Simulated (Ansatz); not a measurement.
Consider FGeH3OSi (SMILES F[SiH2][O][GeH]).

```xyz
7

F     1.6114    2.1246    0.6113
Ge    2.1009   -1.6001   -0.5524
O     0.9250   -0.2510   -0.3665
Si    0.9368    1.3744   -0.6577
H    -0.4620    1.8551   -0.7764
H     1.7684    1.6934   -1.8497
H     3.2143   -0.7208   -1.3312
```

Geometry: PBE0-D4/def2-SVP.

Computed with Ansatz 0.2.0, isolated molecule in a Gaussian basis; Kohn-Sham density functional theory, functional PBE0.

**What will maps of the electron density and electron localisation function show?**

Si–O (1.65 Å): the density is about 1.2 e/Å³ at the midpoint; the ELF peaks at about 0.85 between the atoms: a shared but strongly polarised pair.
Ge–O (1.80 Å): the density is about 0.91 e/Å³ at the midpoint; the ELF peaks at about 0.85 in the valence shell of O, 0.5 Å from its nucleus, and is about 0.30 at the midpoint.
Ge–H (1.62 Å): ρ at the midpoint is about 0.9 e/Å³; the ELF climbs to about 1 towards the hydrogen.

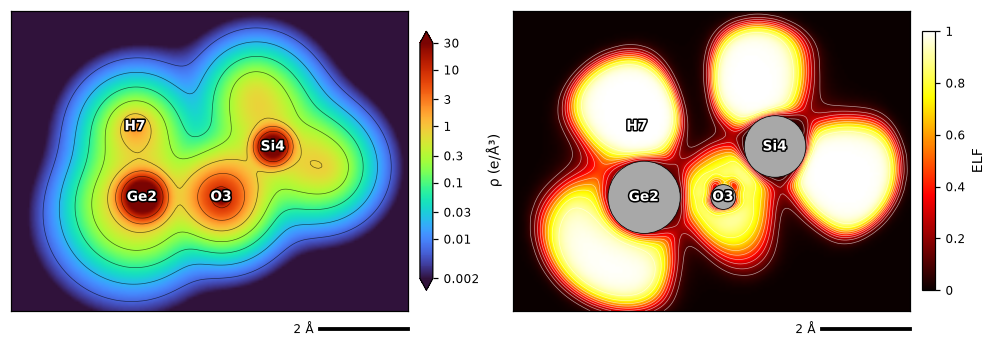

Computed electron density and electron localisation function on the plane of atoms O3, Ge2 and H7, in this order. Grey discs cover the atomic cores in the ELF map. 
